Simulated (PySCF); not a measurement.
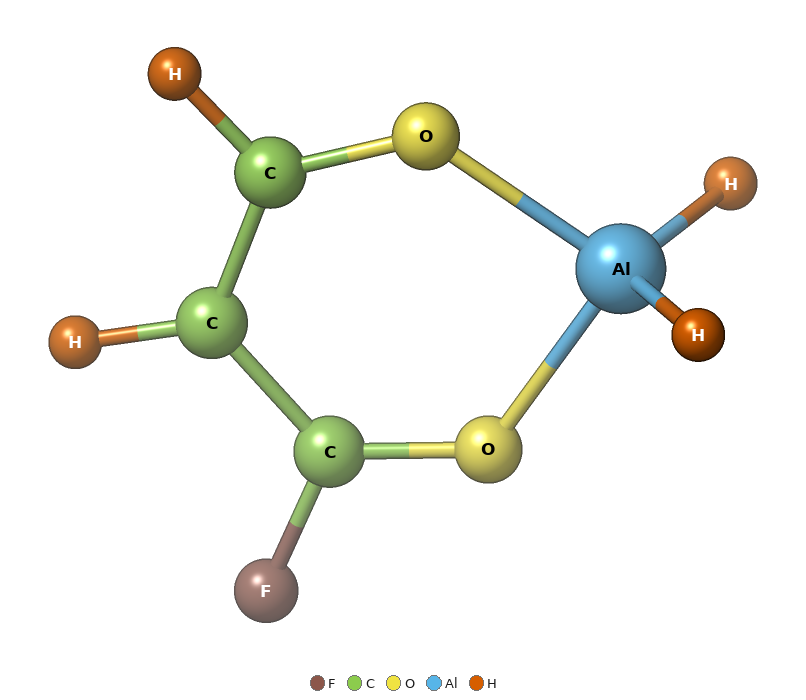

Distant atoms are faded towards the background colour. Computed geometry: PBE0-D3(BJ)/def2-SVP optimisation. No frequency run is at hand to confirm it as a minimum.

**List the symmetry elements and name the point group.**

It has 1 mirror plane, so the point group is Cs. The group has 2 operations. The geometry is achiral, and symmetry allows a dipole moment.
